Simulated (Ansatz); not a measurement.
The figure comes from a scan of HfO2 (tetragonal-ZrO2 type, space group P4_2/nmc): one O atom of a 6-atom cell moves by s towards the nearest neighbour, with its periodic images. Method: PBEsol (plane waves to 420 eV, PAW, scalar-relativistic; Ansatz, a first-principles code). k mesh 8×8×5 (Γ-centred), Fermi-Dirac smearing 0.05 eV. E stands for the smeared free energy. Left out: 2 of 11 points, with atoms too close for the PAW data. HfO2 is run without spin polarisation. HfO2 was relaxed with its symmetry unable to fall. Spin-orbit coupling is left out, though Hf is heavy. This is a high-temperature form of HfO2. ΔE is measured from the undisplaced structure.

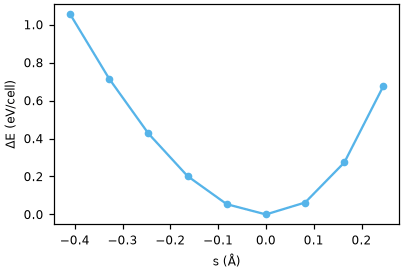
ΔE (eV/cell) against s (Å); markers are the computed points, lines only join them.

Question: List the plotted points as numbers.

Answer: To the nearest 0.02:

```csv
s (Å),ΔE (eV/cell)
-0.410,1.06
-0.328,0.72
-0.246,0.42
-0.164,0.20
-0.082,0.06
0.000,0.00
0.082,0.06
0.164,0.28
0.246,0.68
```

(For displaced atoms, the force is minus the slope of the energy, and its curvature is a force constant, which sets phonon frequencies.)
